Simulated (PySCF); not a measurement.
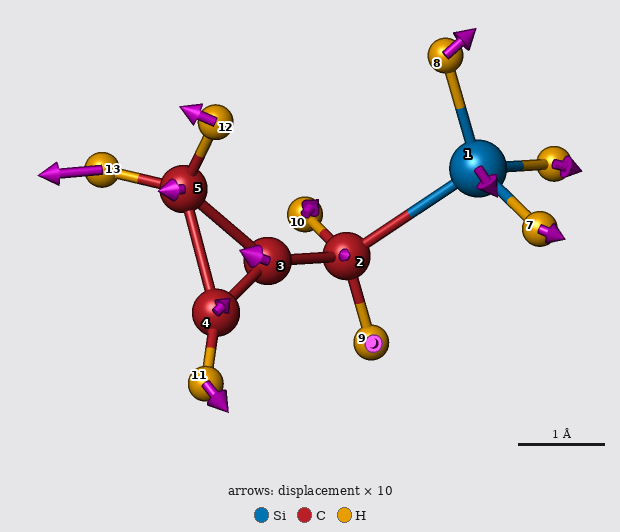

A relaxation of C$_{4}$H$_{8}$Si. The starting structure is drawn; purple arrows show the displacements, magnified 10 times. The two geometries are superimposed by the best rigid fit.

The picture is a ball-and-stick view, seen at a tilt.

The start comes from GFN2-xTB. Its atoms were then displaced at random by about 0.01 Å.

The calculation used PySCF, PBE0-D3(BJ)/def2-SVP geometry optimisation, gas phase. 

Q: Atoms of which element are displaced furthest, and by how much?

A: Hydrogen: up to 0.077 Å, against 0.044 Å for silicon.

Q: Describe the change and its energy.

A: The largest move after the best rigid fit is that of an H atom, 0.077 Å. Largest moves by element: H 0.077 Å, Si 0.044 Å, C 0.042 Å. Among the contacts that change: H–Si 1.434 → 1.493 Å, C–H 1.030 → 1.087 Å, C–C 1.350 → 1.301 Å, C–H 1.061 → 1.103 Å. Bond angles that change, for instance: H–Si–H 111.1° → 109.0°. Over 7 geometry steps the energy falls by 0.256 eV.
